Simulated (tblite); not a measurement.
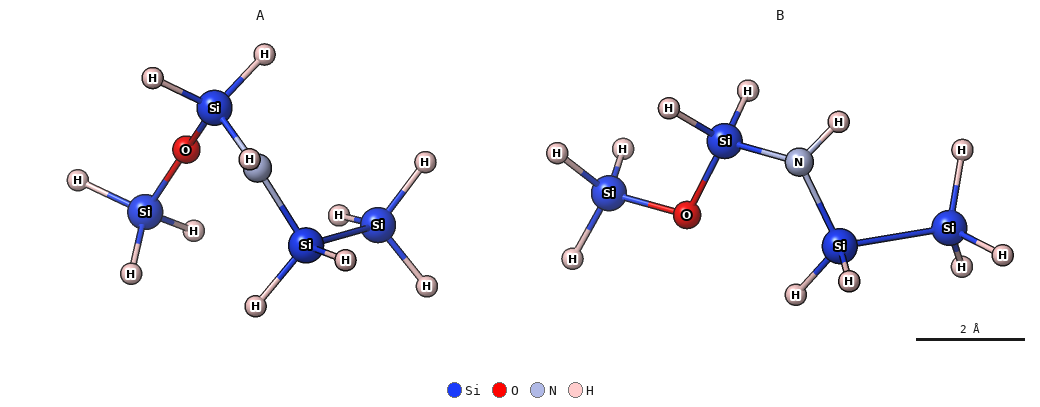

Two geometries of Si$_{4}$NH$_{11}$O, drawn at one scale. One is the start of a relaxation, the other its converged end. Style: ball-and-stick. Shown at a tilt.

Method: GFN2-xTB geometry optimisation, gas phase in tblite 0.8.0. 

Q: Which of the two is the end point?

A: Structure A is the relaxed one. The largest moves after the best rigid fit, 2.27 Å, are those of H atoms. By element the largest moves are H 2.27 Å, O 1.28 Å, Si 1.20 Å, N 0.55 Å. Some distances before and after: Si–Si 2.840 → 3.163 Å, O–Si 1.725 → 1.616 Å, Si–Si 2.228 → 2.302 Å, N–Si 1.779 → 1.725 Å. Among the angles between lasting bonds that change: Si–O–Si 111.5° → 155.9°, Si–N–Si 115.3° → 129.7°, Si–Si–H 107.2° → 114.8°. Groups turn about O–Si by about 155°, O–Si by about 125°, Si–Si by about 55°. Over 275 geometry steps the energy falls by 107.4 kJ/mol. Cost: 4 s on 1 thread of Arm Neoverse N1 (shared host).
